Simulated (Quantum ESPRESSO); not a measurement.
# Wannier-interpolated electron–phonon scattering in Pb (Fm-3m)

Aim: the electron–phonon coupling and the phonon-limited resistivity of Pb (Fm-3m), by Wannier interpolation to fine meshes.

Program: Quantum ESPRESSO 7.5. Level of theory: DFT LDA, scalar-relativistic, plane waves, PseudoDojo 0.4.1 norm-conserving pseudopotentials. Results are calculated unless marked as measured.

**Measured values to reproduce.**

“CRC Handbook of Chemistry and Physics, 84th edition, Electrical Resistivity of Pure Metals” (2003, CRC Press, section 12, read from Wikipedia's data page) quotes from earlier work for Pb (bulk crystal): resistivity at 300 K 21.3 μΩ cm; resistivity at 500 K 38.3 μΩ cm.

“Introduction to Solid State Physics” (2005, C. Kittel, read from Wikipedia's page on electronic specific heat) quotes from earlier work for Pb (bulk crystal): Sommerfeld coefficient γ (electronic heat capacity coefficient) 2.98 mJ/(mol K²).

For Pb (bulk crystal), “List of superconductors” (2026, Wikipedia's table of superconducting elements, as read in December) quotes earlier work: superconducting transition temperature (bulk, normal pressure) 7.19 K.

### Step 1. The structure

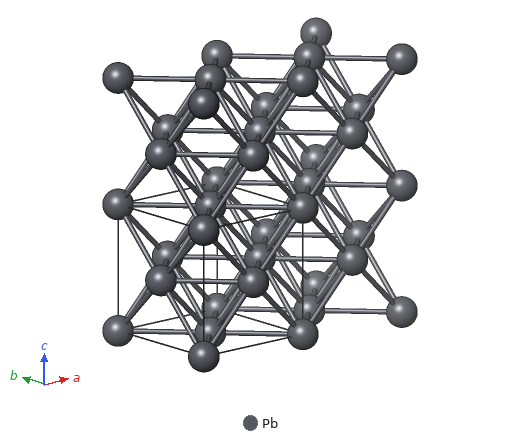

The cell as given, from a free direction (lead dark grey). 2×1×2 cells are drawn. This picture shows the conventional cell, with its axes. Some periodic images of atoms are drawn too.

### Step 2. Relaxation

The cell is relaxed under the functional used for all that follows.

File relax.in:

```
 &control
    calculation='vc-relax',
    prefix='x',
    outdir='./tmp',
    pseudo_dir='./pseudo',
    tprnfor=.true.,
    tstress=.true.,
    etot_conv_thr=1.0d-05,
    forc_conv_thr=4.0d-04,
 /
 &system
    ibrav=0,
    nat=1,
    ntyp=1,
    ecutwfc=56.0,
    occupations='smearing',
    smearing='mv',
    degauss=0.02,
 /
 &electrons
    conv_thr=1.0d-11,
 /
 &ions
 /
 &cell
    press_conv_thr=0.4,
 /
ATOMIC_SPECIES
 Pb    207.2000  Pb.upf
CELL_PARAMETERS angstrom
     0.000000000    2.475020000    2.475020000
     2.475020000    0.000000000    2.475020000
     2.475020000    2.475020000    0.000000000
ATOMIC_POSITIONS crystal
 Pb     0.000000000   0.000000000   0.000000000
K_POINTS automatic
 16 16 16 0 0 0
```

Command:

```bash
OMP_NUM_THREADS=1 mpirun -n 8 pw.x -nk 8 -in relax.in > relax.out
```

The log of the run:

```text
Program PWSCF v.7.5

     This program is part of the open-source Quantum ESPRESSO suite
     for quantum simulation of materials; please cite
         "P. Giannozzi et al., J. Phys.:Condens. Matter 21 395502 (2009);
         "P. Giannozzi et al., J. Phys.:Condens. Matter 29 465901 (2017);
         "P. Giannozzi et al., J. Chem. Phys. 152 154105 (2020);
     in publications or presentations arising from this work. More details at

     Message from routine setup:
     using ibrav=0 with symmetry is DISCOURAGED, use correct ibrav instead

     G-vector sticks info
     --------------------
     sticks:   dense  smooth     PW     G-vecs:    dense   smooth      PW
     Sum         673     673    211                11575    11575    2085

     Using Slab Decomposition

     bravais-lattice index     =            0
     lattice parameter (alat)  =       6.6144  a.u.
     unit-cell volume          =     204.6269 (a.u.)^3
     number of atoms/cell      =            1
     number of atomic types    =            1
     number of electrons       =        14.00
     number of Kohn-Sham states=           11
     kinetic-energy cutoff     =      56.0000  Ry
     charge density cutoff     =     224.0000  Ry
     scf convergence threshold =      1.0E-11
     mixing beta               =       0.7000
     number of iterations used =            8  plain     mixing
     energy convergence thresh.=      1.0E-05
     force convergence thresh. =      4.0E-04
     press convergence thresh. =      4.0E-01
     Exchange-correlation= SLA  PW   NOGX NOGC
                           (   1   4   0   0   0   0   0)
     nstep                     =           50

     celldm(1)=   6.614432  celldm(2)=   0.000000  celldm(3)=   0.000000
     celldm(4)=   0.000000  celldm(5)=   0.000000  celldm(6)=   0.000000

     crystal axes: (cart. coord. in units of alat)
               a(1) = (   0.000000   0.707107   0.707107 )
               a(2) = (   0.707107   0.000000   0.707107 )
               a(3) = (   0.707107   0.707107   0.000000 )
[...]
estimated scf accuracy    <          2.6E-09 Ry
     estimated scf accuracy    <          1.5E-10 Ry
     estimated scf accuracy    <          9.9E-12 Ry
     estimated scf accuracy    <          1.5E-13 Ry
     the Fermi energy is    11.7587 ev
!    total energy              =    -140.52365409 Ry
     estimated scf accuracy    <          2.1E-14 Ry
     convergence has been achieved in   5 iterations
          total   stress  (Ry/bohr**3)                   (kbar)     P=       -0.02
     bfgs converged in   5 scf cycles and   4 bfgs steps
     File ./tmp/x.bfgs deleted, as requested
     number of Kohn-Sham states=           11
     number of k points=   145  Marzari-Vanderbilt smearing, width (Ry)=  0.0200
     estimated scf accuracy    <       0.00273320 Ry
     estimated scf accuracy    <       0.00018248 Ry
     estimated scf accuracy    <       0.00000397 Ry
     estimated scf accuracy    <       0.00000009 Ry
     estimated scf accuracy    <          3.1E-09 Ry
     estimated scf accuracy    <          4.0E-11 Ry
     estimated scf accuracy    <          1.3E-11 Ry
     the Fermi energy is    11.7587 ev
!    total energy              =    -140.52364940 Ry
     estimated scf accuracy    <          9.2E-14 Ry
     convergence has been achieved in   8 iterations
          total   stress  (Ry/bohr**3)                   (kbar)     P=        0.04
   JOB DONE.
```

The job ended after 25 s (8 MPI ranks of Arm Neoverse N1, shared host).

Numbers from this step:

```
free energy     : -1911.9217 eV
pressure        : 0.004 GPa
volume per atom : 29.02 Å³/atom
```

The volume ends at 29.02 Å³ an atom, -4.3 % from the start.

### Step 3. Ground state

Linear response needs a tightly converged ground state.

File scf.in:

```
 &control
    calculation='scf',
    prefix='x',
    outdir='./tmp',
    pseudo_dir='./pseudo',
    tprnfor=.true.,
    tstress=.true.,
 /
 &system
    ibrav=0,
    nat=1,
    ntyp=1,
    ecutwfc=56.0,
    occupations='smearing',
    smearing='mv',
    degauss=0.02,
 /
 &electrons
    conv_thr=1.0d-12,
 /
ATOMIC_SPECIES
 Pb    207.2000  Pb.upf
CELL_PARAMETERS angstrom
     0.000000000    2.439029700    2.439029700
     2.439029700    0.000000000    2.439029700
     2.439029700    2.439029700    0.000000000
ATOMIC_POSITIONS crystal
 Pb     0.000000000   0.000000000   0.000000000
K_POINTS automatic
 16 16 16 0 0 0
```

Command:

```bash
OMP_NUM_THREADS=1 mpirun -n 8 pw.x -nk 8 -in scf.in > scf.out
```

The log of the run:

```text
[banner, memory and clock lines left out]
[...]
number of Kohn-Sham states=           11
     number of k points=   145  Marzari-Vanderbilt smearing, width (Ry)=  0.0200
     estimated scf accuracy    <       0.00271353 Ry
     estimated scf accuracy    <       0.00017501 Ry
     estimated scf accuracy    <       0.00000400 Ry
     estimated scf accuracy    <       0.00000008 Ry
     estimated scf accuracy    <          2.4E-09 Ry
     estimated scf accuracy    <          3.9E-11 Ry
     estimated scf accuracy    <          1.5E-11 Ry
     the Fermi energy is    11.7587 ev
!    total energy              =    -140.52364940 Ry
     estimated scf accuracy    <          3.3E-13 Ry
     convergence has been achieved in   8 iterations
          total   stress  (Ry/bohr**3)                   (kbar)     P=        0.04
```

Wall time 6.3 s (8 MPI ranks).

Numbers from this step:

```yaml
fermi_energy: 11.76 eV
```

The Fermi level lies at 11.76 eV and the pressure is 0.004 GPa.

(Part 1 of 5 ends here.)

[The logs of pw.x and epw.x are selected lines.]

[Logs are printed without paths, hosts, clocks, repeated set-up lines and the standing remarks that a program may print on its own settings, such as how far it seeks lower states.]

[Hosts, paths, dates, database ids (printed as entryN), source tags and the programs' standing remarks are cut or masked in the printed files.]
